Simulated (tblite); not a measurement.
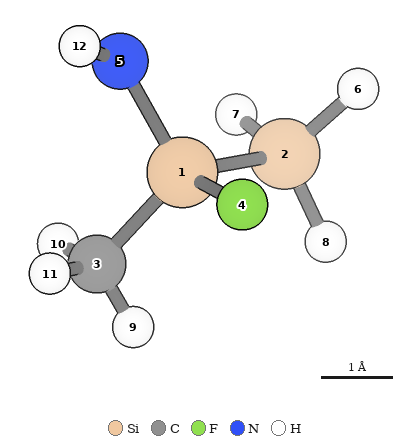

Fig. 1: The input geometry (ball-and-stick view, seen at a tilt; atoms are numbered from 1 in the order of the input). Bond lengths as drawn: C–H 1.03 to 1.05 Å, C–Si 1.82 Å, F–Si 1.69 Å, H–N 1.01 Å, H–Si 1.41 to 1.44 Å, N–Si 1.82 Å and Si–Si 2.22 Å.

## Geometry relaxation of CH₇FNSi₂

System: CH₇FNSi₂, multiplicity 2, SMILES C[Si]([NH])(F)[SiH3].
Method: GFN2-xTB geometry optimisation, gas phase (tblite 0.8.0).

What the program printed
```
step      E/eV     max force
  0    -456.50836    6.062
  1    -457.20928    3.247
  2    -457.32733    4.258
  3    -457.43774    0.830
  4    -457.45638    0.461
  5    -457.48824    0.767
  6    -457.50280    0.664
  7    -457.51980    0.462
  8    -457.53665    0.452
  9    -457.56248    0.665
 10    -457.58870    0.626
 11    -457.61028    0.383
 12    -457.62385    0.518
 13    -457.63199    0.517
 14    -457.64265    0.477
 15    -457.65293    0.376
 16    -457.66582    0.393
 17    -457.67553    0.334
 18    -457.68369    0.323
 19    -457.68846    0.184
 20    -457.69133    0.381
 21    -457.69423    0.240
 22    -457.69797    0.111
 23    -457.69925    0.142
 24    -457.70178    0.223
 25    -457.70450    0.276
 26    -457.70793    0.264
 27    -457.70986    0.182
 28    -457.71072    0.100
 29    -457.71159    0.104
 30    -457.71301    0.134
 31    -457.71451    0.109
 32    -457.71552    0.072
 33    -457.71592    0.046
 34    -457.71617    0.052
 35    -457.71663    0.062
 36    -457.71715    0.057
 37    -457.71757    0.043
 38    -457.71778    0.038
 39    -457.71793    0.034
 40    -457.71815    0.048
 41    -457.71841    0.050
 42    -457.71864    0.039
 43    -457.71880    0.037
 44    -457.71895    0.037
 45    -457.71912    0.036
 46    -457.71927    0.029
 47    -457.71937    0.017
 48    -457.71942    0.018
 49    -457.71945    0.020
 50    -457.71950    0.022
 51    -457.71956    0.027
 52    -457.71964    0.037
 53    -457.71973    0.034
 54    -457.71980    0.020
 55    -457.71984    0.016
 56    -457.71986    0.017
 57    -457.71989    0.021
 58    -457.71992    0.018
 59    -457.71995    0.010
 60    -457.71996    0.010
 61    -457.71997    0.010
 62    -457.71999    0.014
 63    -457.72002    0.019
 64    -457.72007    0.021
 65    -457.72013    0.019
 66    -457.72016    0.010
 67    -457.72017    0.009
 68    -457.72018    0.009
 69    -457.72019    0.013
 70    -457.72022    0.014
 71    -457.72024    0.010
 72    -457.72026    0.005
```

Trajectory as extended XYZ (Å, eV, eV/Å), 18 of the 25 frames kept, from step=0 to step=72
```
12
Properties=species:S:1:pos:R:3:forces:R:3 step=0 energy=-456.50836
Si   -0.8481    0.2719    0.0734   -3.2900   4.9990   0.9610
Si   -0.5118   -0.3974   -2.0122   -0.3150   0.4810  -0.9970
C    -0.7932   -1.1571    1.1939    0.2850  -0.7530  -0.4940
F     0.3633    1.3644    0.4975   -0.5710  -0.8610  -0.1780
N    -2.4717    1.0910    0.2115    2.8490  -2.1220  -0.4790
H    -0.4100    0.7418   -2.8820    0.0920   0.3980  -0.3560
H    -1.6259   -1.1799   -2.4373   -0.5580  -0.5050  -0.2150
H     0.6742   -1.1555   -2.1006    1.0810  -0.7570  -0.1360
H     0.1255   -1.6494    1.0815    1.2590  -0.7470   0.0930
H    -1.5593   -1.8270    0.9566   -1.1100  -0.9980  -0.3990
H    -0.9375   -0.8540    2.1629   -0.1350   0.6540   2.2600
H    -2.7977    1.6407    0.9899    0.4130   0.2110  -0.0600
12
Properties=species:S:1:pos:R:3:forces:R:3 step=3 energy=-457.43774
Si   -0.9249    0.4051    0.1111   -0.6790   0.2340   0.3430
Si   -0.5182   -0.3864   -2.0347   -0.0080   0.0340   0.0150
C    -0.7898   -1.1699    1.1890    0.0070  -0.0300   0.0600
F     0.3520    1.3367    0.4920    0.3700  -0.0230   0.0570
N    -2.4313    1.0511    0.2264    0.1280  -0.7610  -0.3060
H    -0.4057    0.7632   -2.9002    0.0680   0.2750  -0.2490
H    -1.6465   -1.1987   -2.4442   -0.1340  -0.1500  -0.0160
H     0.7061   -1.1780   -2.1032    0.1050  -0.0810   0.0280
H     0.1645   -1.6712    1.0845    0.0070   0.0180   0.0590
H    -1.5903   -1.8558    0.9438    0.0400   0.0050  -0.0510
H    -0.9363   -0.8408    2.2134    0.1420  -0.1180  -0.0430
H    -2.7715    1.6343    0.9571   -0.0470   0.5980   0.1030
12
Properties=species:S:1:pos:R:3:forces:R:3 step=9 energy=-457.56248
Si   -0.9746    0.4235    0.1853   -0.3010  -0.0080  -0.2070
Si   -0.5284   -0.3550   -2.0556   -0.0350   0.0230   0.2630
C    -0.7740   -1.1722    1.1939    0.0340  -0.0920   0.1170
F     0.4010    1.2780    0.4953   -0.2510  -0.0880  -0.0510
N    -2.5336    0.9546    0.2812    0.6470  -0.0130   0.1510
H    -0.3873    0.7975   -2.9402   -0.0060   0.0010   0.0000
H    -1.6473   -1.2145   -2.4305    0.0020   0.0580   0.0100
H     0.6965   -1.1710   -2.0851   -0.0650   0.1060   0.0430
H     0.1790   -1.6698    1.0896    0.1200  -0.0080  -0.1340
H    -1.5699   -1.8546    0.9303    0.0060  -0.0600   0.0130
H    -0.8953   -0.8931    2.2335   -0.0220  -0.0650   0.0730
H    -2.7582    1.7663    0.8373   -0.1300   0.1460  -0.2780
12
Properties=species:S:1:pos:R:3:forces:R:3 step=12 energy=-457.62385
Si   -1.0045    0.3962    0.1904    0.1640  -0.1600   0.1540
Si   -0.5446   -0.3211   -2.0369   -0.0510   0.0060   0.1830
C    -0.7541   -1.1840    1.2096   -0.0450  -0.1860   0.0170
F     0.3791    1.2149    0.4861    0.0620   0.2120  -0.0500
N    -2.5380    0.9281    0.3783   -0.0860   0.5070   0.0650
H    -0.3778    0.7976   -2.9495   -0.0390   0.1480  -0.0370
H    -1.6304   -1.2018   -2.4115   -0.2550  -0.0620  -0.0740
H     0.6615   -1.1346   -2.0607    0.2430  -0.0580   0.0650
H     0.2044   -1.6673    1.0669    0.0370   0.0370  -0.0790
H    -1.5456   -1.8608    0.9274   -0.0360  -0.2290   0.0640
H    -0.8709   -0.9482    2.2620    0.0210   0.0190  -0.0590
H    -2.7712    1.8706    0.6729   -0.0150  -0.2320  -0.2470
12
Properties=species:S:1:pos:R:3:forces:R:3 step=18 energy=-457.68369
Si   -1.0073    0.3773    0.2552   -0.1470   0.1390  -0.1290
Si   -0.5624   -0.3207   -2.0207    0.0100  -0.0390   0.0830
C    -0.7541   -1.2375    1.2148    0.0260   0.1100  -0.0180
F     0.3771    1.2324    0.4633   -0.0170  -0.0300   0.0140
N    -2.5187    0.9748    0.4291   -0.0030   0.1850  -0.0510
H    -0.3944    0.8145   -2.9314   -0.0630  -0.0290   0.1060
H    -1.6740   -1.1852   -2.4112    0.0270   0.0630   0.0110
H     0.6831   -1.1038   -2.0179   -0.0740   0.0510   0.0210
H     0.2266   -1.6645    1.0315   -0.0600  -0.0700   0.0190
H    -1.5293   -1.9493    0.9546    0.1140   0.0140   0.0340
H    -0.8437   -0.9953    2.2681    0.0230  -0.1350   0.0140
H    -2.7947    1.9468    0.4997    0.1640  -0.2580  -0.1040
12
Properties=species:S:1:pos:R:3:forces:R:3 step=21 energy=-457.69423
Si   -1.0165    0.3792    0.2577    0.0920  -0.0680  -0.0150
Si   -0.5679   -0.3212   -2.0095   -0.0410   0.0430   0.1030
C    -0.7503   -1.2407    1.2146    0.0240   0.0340  -0.0050
F     0.3708    1.2285    0.4580    0.0260  -0.0130   0.0130
N    -2.5140    0.9919    0.4430   -0.2070   0.0950  -0.0740
H    -0.4047    0.8127   -2.9142   -0.0480   0.0590   0.0440
H    -1.6789   -1.1722   -2.4079   -0.0540  -0.0250  -0.0100
H     0.6772   -1.0875   -2.0031    0.0500  -0.0490   0.0210
H     0.2283   -1.6699    1.0223   -0.0170  -0.0020   0.0090
H    -1.5125   -1.9694    0.9643    0.0280   0.0570  -0.0380
H    -0.8335   -1.0235    2.2737    0.0350  -0.0350   0.0030
H    -2.7902    1.9616    0.4361    0.1110  -0.0950  -0.0500
12
Properties=species:S:1:pos:R:3:forces:R:3 step=24 energy=-457.70178
Si   -1.0258    0.3814    0.2695   -0.0740  -0.0230   0.0570
Si   -0.5776   -0.3178   -1.9911    0.0060  -0.0390  -0.0340
C    -0.7435   -1.2410    1.2154    0.0200  -0.0490   0.0340
F     0.3729    1.2215    0.4568   -0.0570  -0.0200   0.0230
N    -2.5316    0.9985    0.4334    0.1720  -0.0910  -0.1090
H    -0.4217    0.8238   -2.8922   -0.0380   0.0150   0.0760
H    -1.6916   -1.1658   -2.4055    0.0290   0.0160   0.0290
H     0.6780   -1.0813   -1.9862   -0.0780   0.0210   0.0150
H     0.2307   -1.6742    1.0161    0.0690   0.0430  -0.0380
H    -1.4961   -1.9773    0.9636   -0.0660   0.0520  -0.0650
H    -0.8165   -1.0526    2.2799    0.0060   0.0460   0.0270
H    -2.7692    1.9742    0.3753    0.0120   0.0290  -0.0180
12
Properties=species:S:1:pos:R:3:forces:R:3 step=30 energy=-457.71301
Si   -1.0235    0.3655    0.2816    0.1210   0.0540  -0.0180
Si   -0.5926   -0.3228   -1.9745   -0.0390   0.0450   0.0090
C    -0.7305   -1.2492    1.2220   -0.0030   0.0070  -0.0090
F     0.3637    1.2179    0.4752    0.0100   0.0060   0.0430
N    -2.5252    0.9939    0.3746   -0.0850   0.0210  -0.0330
H    -0.4580    0.8488   -2.8333   -0.0030   0.0280   0.0070
H    -1.7026   -1.1636   -2.3948   -0.0340  -0.0450  -0.0090
H     0.6583   -1.0791   -1.9669    0.0390  -0.0390  -0.0240
H     0.2479   -1.6659    1.0024   -0.0270  -0.0360   0.0190
H    -1.4966   -1.9637    0.9469    0.0390  -0.0460   0.0420
H    -0.7990   -1.0685    2.2890    0.0000  -0.0140  -0.0160
H    -2.7339    1.9763    0.3129   -0.0180   0.0200  -0.0110
12
Properties=species:S:1:pos:R:3:forces:R:3 step=33 energy=-457.71592
Si   -1.0112    0.3710    0.2784   -0.0130  -0.0030   0.0370
Si   -0.6011   -0.3259   -1.9724   -0.0060   0.0160   0.0100
C    -0.7289   -1.2487    1.2196    0.0100  -0.0020   0.0120
F     0.3684    1.2286    0.4949   -0.0040  -0.0150   0.0330
N    -2.5207    0.9911    0.3392    0.0080   0.0320  -0.0130
H    -0.4722    0.8638   -2.8080    0.0010  -0.0110  -0.0170
H    -1.7112   -1.1713   -2.3919    0.0130  -0.0010  -0.0020
H     0.6525   -1.0841   -1.9669   -0.0130  -0.0020  -0.0440
H     0.2483   -1.6687    1.0021   -0.0080  -0.0310   0.0070
H    -1.4929   -1.9688    0.9525    0.0230  -0.0010  -0.0120
H    -0.7963   -1.0734    2.2873    0.0060   0.0290   0.0030
H    -2.7268    1.9761    0.3003   -0.0180  -0.0100  -0.0150
12
Properties=species:S:1:pos:R:3:forces:R:3 step=39 energy=-457.71793
Si   -1.0080    0.3716    0.2864    0.0220   0.0010  -0.0080
Si   -0.6077   -0.3208   -1.9685    0.0030   0.0080  -0.0050
C    -0.7232   -1.2501    1.2233   -0.0070  -0.0030  -0.0020
F     0.3702    1.2248    0.5251   -0.0030  -0.0060   0.0190
N    -2.5165    0.9955    0.3169   -0.0210   0.0120   0.0060
H    -0.4789    0.8693   -2.8031   -0.0090  -0.0060  -0.0140
H    -1.7087   -1.1766   -2.3888   -0.0200   0.0130   0.0010
H     0.6396   -1.0865   -1.9878    0.0290  -0.0030  -0.0190
H     0.2503   -1.6797    1.0063    0.0060   0.0250   0.0160
H    -1.4857   -1.9697    0.9524   -0.0190   0.0010   0.0230
H    -0.7918   -1.0670    2.2899    0.0060  -0.0200  -0.0050
H    -2.7315    1.9788    0.2828    0.0120  -0.0210  -0.0120
12
Properties=species:S:1:pos:R:3:forces:R:3 step=42 energy=-457.71864
Si   -1.0074    0.3709    0.2880    0.0110  -0.0040   0.0170
Si   -0.6081   -0.3192   -1.9684   -0.0010   0.0100  -0.0070
C    -0.7223   -1.2524    1.2246   -0.0090   0.0190   0.0130
F     0.3707    1.2209    0.5419   -0.0140  -0.0080   0.0020
N    -2.5159    0.9969    0.3119    0.0140  -0.0210   0.0000
H    -0.4839    0.8696   -2.8053   -0.0080   0.0040  -0.0110
H    -1.7115   -1.1729   -2.3862   -0.0210   0.0080   0.0040
H     0.6386   -1.0847   -2.0002    0.0330  -0.0050  -0.0090
H     0.2549   -1.6770    1.0111   -0.0370   0.0010  -0.0140
H    -1.4885   -1.9706    0.9581    0.0300  -0.0030   0.0060
H    -0.7876   -1.0713    2.2917   -0.0090   0.0050   0.0060
H    -2.7310    1.9794    0.2679    0.0130  -0.0060  -0.0070
12
Properties=species:S:1:pos:R:3:forces:R:3 step=48 energy=-457.71942
Si   -1.0036    0.3679    0.2917    0.0090   0.0000  -0.0070
Si   -0.6067   -0.3178   -1.9710   -0.0030   0.0130   0.0060
C    -0.7235   -1.2517    1.2313    0.0020  -0.0110   0.0010
F     0.3702    1.2174    0.5625    0.0050   0.0050  -0.0130
N    -2.5123    0.9927    0.3021   -0.0130   0.0010  -0.0040
H    -0.4934    0.8719   -2.8090   -0.0010   0.0000  -0.0020
H    -1.7195   -1.1650   -2.3804    0.0020   0.0050   0.0080
H     0.6424   -1.0817   -2.0173    0.0010   0.0070  -0.0030
H     0.2518   -1.6750    1.0115    0.0050  -0.0130   0.0110
H    -1.4858   -1.9730    0.9650   -0.0090  -0.0060   0.0060
H    -0.7868   -1.0715    2.2986   -0.0030   0.0050   0.0000
H    -2.7248    1.9753    0.2501    0.0040  -0.0040  -0.0030
12
Properties=species:S:1:pos:R:3:forces:R:3 step=51 energy=-457.71956
Si   -1.0027    0.3668    0.2905   -0.0070  -0.0030   0.0180
Si   -0.6060   -0.3158   -1.9708   -0.0030   0.0080   0.0000
C    -0.7239   -1.2534    1.2329   -0.0020   0.0100  -0.0090
F     0.3710    1.2180    0.5618   -0.0120  -0.0070  -0.0140
N    -2.5125    0.9911    0.3017    0.0240  -0.0120  -0.0060
H    -0.4943    0.8717   -2.8114    0.0000   0.0100  -0.0030
H    -1.7200   -1.1619   -2.3776   -0.0030  -0.0030   0.0050
H     0.6431   -1.0788   -2.0206    0.0060   0.0020  -0.0010
H     0.2518   -1.6775    1.0134   -0.0110  -0.0070   0.0200
H    -1.4870   -1.9749    0.9673    0.0050   0.0080   0.0100
H    -0.7880   -1.0698    2.3001    0.0030  -0.0050  -0.0190
H    -2.7236    1.9739    0.2478    0.0000  -0.0010  -0.0020
12
Properties=species:S:1:pos:R:3:forces:R:3 step=54 energy=-457.71980
Si   -1.0001    0.3638    0.2916   -0.0090  -0.0060   0.0010
Si   -0.6056   -0.3108   -1.9704    0.0060  -0.0100  -0.0160
C    -0.7243   -1.2555    1.2351    0.0000   0.0060   0.0020
F     0.3712    1.2181    0.5609   -0.0010  -0.0060  -0.0030
N    -2.5105    0.9867    0.2960    0.0170  -0.0010   0.0010
H    -0.4982    0.8748   -2.8142    0.0000   0.0140   0.0010
H    -1.7224   -1.1564   -2.3705    0.0000  -0.0070   0.0010
H     0.6446   -1.0729   -2.0278   -0.0060   0.0070   0.0020
H     0.2503   -1.6837    1.0201   -0.0010  -0.0020   0.0090
H    -1.4884   -1.9771    0.9733   -0.0020   0.0110  -0.0010
H    -0.7893   -1.0674    2.3010    0.0030  -0.0050   0.0040
H    -2.7193    1.9699    0.2398   -0.0060  -0.0010  -0.0010
12
Properties=species:S:1:pos:R:3:forces:R:3 step=60 energy=-457.71996
Si   -0.9982    0.3609    0.2903    0.0030   0.0020   0.0040
Si   -0.6055   -0.3085   -1.9749   -0.0030   0.0010   0.0060
C    -0.7241   -1.2559    1.2384   -0.0020   0.0020   0.0000
F     0.3725    1.2160    0.5600    0.0060  -0.0030  -0.0030
N    -2.5080    0.9845    0.2929    0.0010  -0.0030   0.0020
H    -0.5004    0.8805   -2.8153   -0.0040  -0.0020   0.0040
H    -1.7233   -1.1567   -2.3671    0.0040  -0.0020  -0.0090
H     0.6451   -1.0686   -2.0324    0.0020   0.0020  -0.0040
H     0.2494   -1.6883    1.0265   -0.0030   0.0030  -0.0010
H    -1.4906   -1.9746    0.9761   -0.0010   0.0000   0.0040
H    -0.7896   -1.0669    2.3042   -0.0020   0.0010  -0.0010
H    -2.7193    1.9671    0.2362    0.0000  -0.0010  -0.0010
12
Properties=species:S:1:pos:R:3:forces:R:3 step=63 energy=-457.72002
Si   -0.9975    0.3606    0.2915   -0.0080  -0.0020   0.0020
Si   -0.6062   -0.3073   -1.9747    0.0080  -0.0130   0.0010
C    -0.7247   -1.2563    1.2402   -0.0020   0.0030  -0.0030
F     0.3749    1.2143    0.5570    0.0030  -0.0040   0.0000
N    -2.5076    0.9843    0.2943    0.0150  -0.0120   0.0020
H    -0.5025    0.8817   -2.8148   -0.0050   0.0020   0.0040
H    -1.7231   -1.1562   -2.3685    0.0090   0.0000  -0.0050
H     0.6469   -1.0651   -2.0342   -0.0130   0.0090  -0.0020
H     0.2480   -1.6897    1.0279    0.0030   0.0050   0.0000
H    -1.4910   -1.9753    0.9785   -0.0070   0.0040   0.0010
H    -0.7899   -1.0675    2.3061   -0.0010   0.0030  -0.0010
H    -2.7194    1.9663    0.2316   -0.0010   0.0040   0.0000
12
Properties=species:S:1:pos:R:3:forces:R:3 step=69 energy=-457.72019
Si   -0.9924    0.3583    0.2910    0.0030   0.0000  -0.0010
Si   -0.6069   -0.3064   -1.9769   -0.0030   0.0060   0.0010
C    -0.7268   -1.2556    1.2451    0.0000  -0.0010  -0.0010
F     0.3828    1.2082    0.5541   -0.0020  -0.0010   0.0010
N    -2.5029    0.9799    0.2927   -0.0080   0.0070   0.0030
H    -0.5110    0.8880   -2.8105   -0.0050   0.0000   0.0020
H    -1.7185   -1.1597   -2.3749   -0.0010  -0.0020  -0.0030
H     0.6483   -1.0569   -2.0440    0.0120  -0.0050   0.0000
H     0.2448   -1.6927    1.0349   -0.0030  -0.0040   0.0000
H    -1.4971   -1.9708    0.9847    0.0030  -0.0030   0.0030
H    -0.7922   -1.0634    2.3104    0.0000   0.0050  -0.0040
H    -2.7202    1.9606    0.2283    0.0050  -0.0010  -0.0010
12
Properties=species:S:1:pos:R:3:forces:R:3 step=72 energy=-457.72026
Si   -0.9916    0.3566    0.2898   -0.0010   0.0000   0.0020
Si   -0.6061   -0.3064   -1.9781   -0.0030   0.0030   0.0000
C    -0.7278   -1.2560    1.2463    0.0010   0.0000   0.0010
F     0.3849    1.2046    0.5524   -0.0020   0.0000  -0.0010
N    -2.5016    0.9795    0.2957   -0.0030   0.0040  -0.0020
H    -0.5180    0.8915   -2.8074    0.0010  -0.0010   0.0000
H    -1.7159   -1.1609   -2.3787    0.0010  -0.0050   0.0000
H     0.6519   -1.0530   -2.0473    0.0030   0.0010  -0.0020
H     0.2428   -1.6961    1.0383   -0.0010   0.0000  -0.0040
H    -1.4993   -1.9710    0.9885    0.0010   0.0000   0.0050
H    -0.7925   -1.0589    2.3107   -0.0030  -0.0020   0.0000
H    -2.7188    1.9598    0.2246    0.0040  -0.0010   0.0010
```

This output came from the following input.

Input file
```
{"job": {"kind": "relax", "xc": "GFN2-xTB", "basis": "xTB"}, "charge": 0, "multiplicity": 2}
Si    -0.848073     0.271907     0.073359
Si    -0.511774    -0.397377    -2.012237
C     -0.793152    -1.157086     1.193931
F      0.363329     1.364429     0.497517
N     -2.471677     1.090984     0.211460
H     -0.410013     0.741810    -2.882022
H     -1.625864    -1.179907    -2.437287
H      0.674188    -1.155502    -2.100571
H      0.125450    -1.649384     1.081453
H     -1.559275    -1.827023     0.956574
H     -0.937468    -0.853976     2.162919
H     -2.797689     1.640701     0.989913
```

The first line tells a small driver script what to run in tblite; the rest is the geometry in Å.

Run as:
```bash
OMP_NUM_THREADS=1 python <driver script> task.json out
```

Key numbers

| quantity | value |
| --- | --- |
| outcome | converged |
| total energy | −457.7203 eV |
| hardware | 1 CPU thread, shared host |
| wall time | 1.7 s |
| peak memory | 0.17 GiB |
